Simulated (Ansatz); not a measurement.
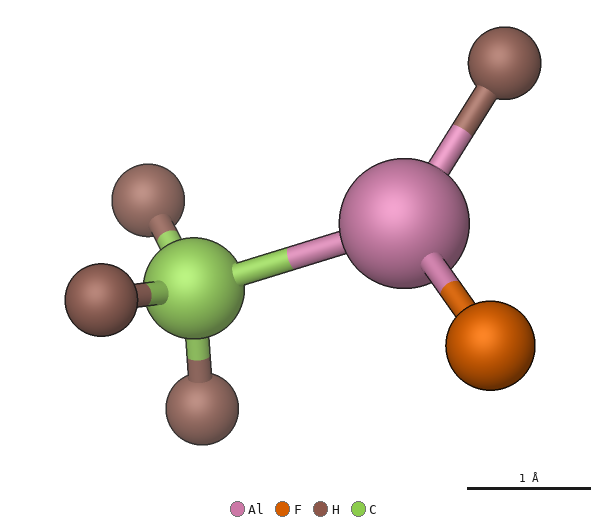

The picture shows a molecular structure as a ball-and-stick model.

Identify the structure.

The molecule is CH4AlF. The point group is Cs. Coordination: 1 Al trigonal planar; 1 C tetrahedral.

The parts below concern this one geometry. Atoms keep their numbers from picture to picture. The computed structure is the end point of a PBE0-D4/def2-TZVP optimisation.

### Shape

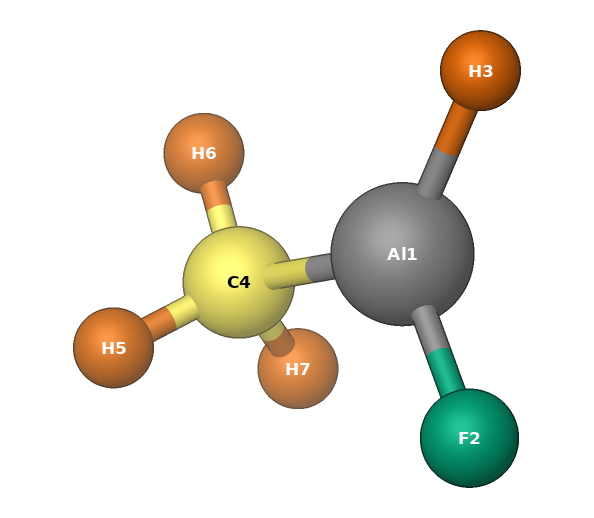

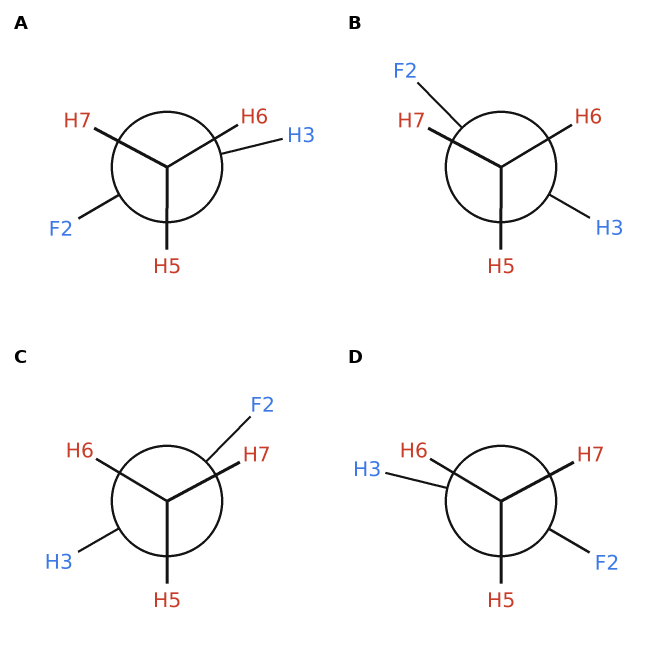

Distant atoms are faded towards the background colour. Bonds that would overlap in a projection are set slightly apart.

Which Newman projection shows the view along C4–Al1, with C4 in front?

A. The torsion angle H5–C4–Al1–F2 is 60°, synclinal (gauche).

### Charges

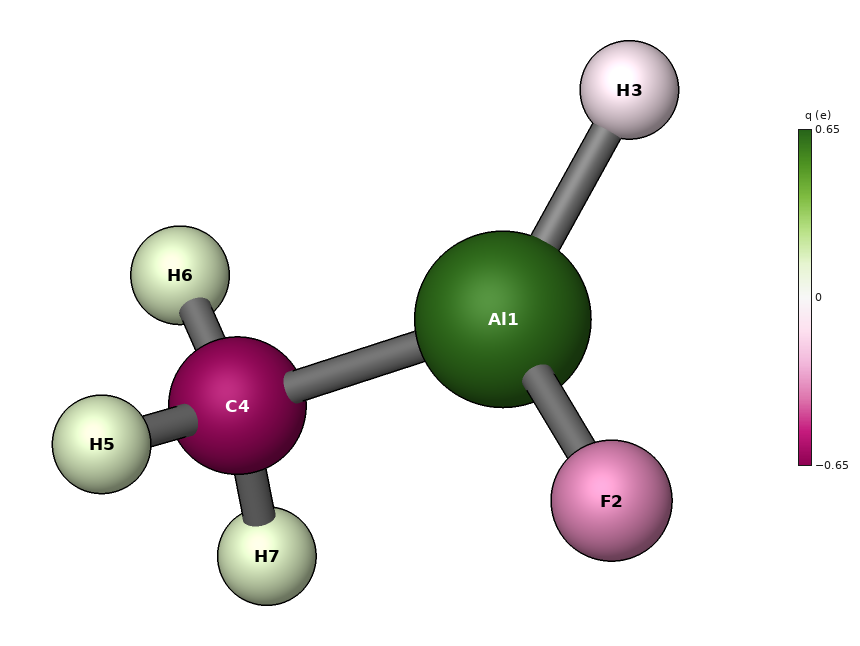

Atoms are coloured by their Mulliken charges. Level of theory: RKS PBE0-D4/def2-TZVP (Ansatz 0.2.0).

Which atom carries the highest charge (most positive or least negative)?

Al1 (0.62 e).

And the lowest?

C4 (−0.62 e).

List the Mulliken charges.

```
atom  value (e)
 Al1       0.62
  F2      −0.36
  H3      −0.09
  C4      −0.62
  H5       0.15
  H6       0.15
  H7       0.15
```

### Electronic properties

Properties computed with RKS PBE0-D4/def2-TZVPP (Ansatz 0.2.0).

What does the calculation give?

- HOMO energy (Kohn–Sham orbital): −8.31 eV
- LUMO energy (Kohn–Sham orbital): −0.86 eV
- HOMO–LUMO gap: 7.45 eV
- dispersion correction: −6.8 kJ/mol

### Vibrations

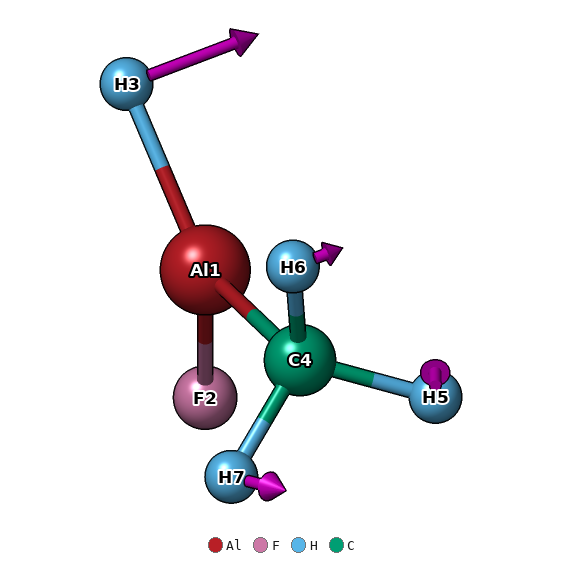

The arrows show one normal mode. Harmonic vibrations computed with RKS PBE0-D4/def2-TZVP (Ansatz 0.2.0) at a stationary point of the same level.

Estimate its harmonic wavenumber.

398 cm⁻¹; it is mode 3 of 15 counted from the lowest.

Mulliken values depend strongly on the basis set and can even reverse the polarity of a bond.
